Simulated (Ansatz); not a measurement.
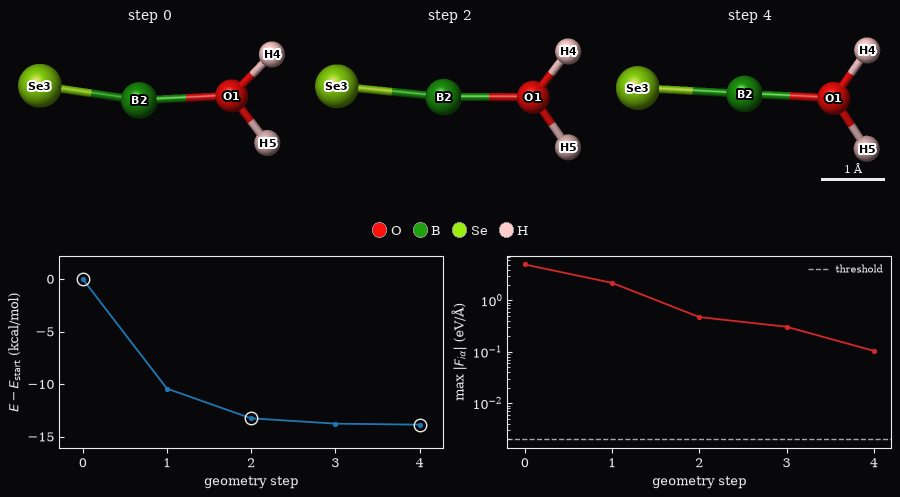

Frames of a relaxation of BH$_{2}$SeO (charge +1), marked on the history of the run. Style: ball-and-stick. Shown at a tilt.

Theory: RKS BLYP-D4/def2-SVPD in Ansatz 0.2.0.

The input:
```yaml
crystal:
  periodic: [false, false, false]
  atoms:
    - {symbol: O, position_ang: [-0.381786, 0.554232, -0.261105]}
    - {symbol: B, position_ang: [0.349650, -0.550678, 0.433212]}
    - {symbol: Se, position_ang: [1.328328, -1.474697, 1.315999]}
    - {symbol: H, position_ang: [-0.329349, 1.555417, -0.275429]}
    - {symbol: H, position_ang: [-0.965786, 0.400766, -0.995489]}
basis:
  gaussian: {orbitals: def2-SVPD}
total_charge: 1
hamiltonian: {xc: {name: BLYP}, dispersion: d4}
relax: {f_tol: 0.002, max_steps: 5, max_displacement: 0.05}
```

Run as
```bash
ansatz run in.yaml --threads 2 --pin off --events-out ev --progress --plain --max-ram 3481MiB
```

What happens along the run?

Answer. The relaxation stopped without meeting its thresholds, so the last structure isn't shown to be converged. It used up its limit of 5 steps. After 4 geometry steps the energy has fallen by 13.9 kcal/mol. The largest force component goes from 5 to 0.1 eV/Å. The atom that moves furthest after the best rigid fit is B2 (0.16 Å). By element the largest moves are B 0.16 Å, H 0.11 Å, O 0.07 Å, Se 0.07 Å. Some distances before and after: B2–Se3 1.610 → 1.723 Å, O1–B2 1.496 → 1.439 Å, O1–H5 0.951 → 0.988 Å, O1–H4 1.003 → 0.989 Å. Among the angles between lasting bonds that change: H4–O1–H5 100.5° → 114.6°, B2–O1–H4 135.9° → 122.3°, O1–B2–Se3 167.4° → 179.5°. From step 0 to 2: B2 moves most (0.10 Å), energy −13.3 kcal/mol. From step 2 to 4: B2 moves most (0.07 Å), energy −0.61 kcal/mol.

```csv
step,"E − E(0), kcal/mol","largest force component, eV/Å"
0,0.00,5.0165
1,-10.42,2.2036
2,-13.25,0.4758
3,-13.76,0.3083
4,-13.86,0.1049
```
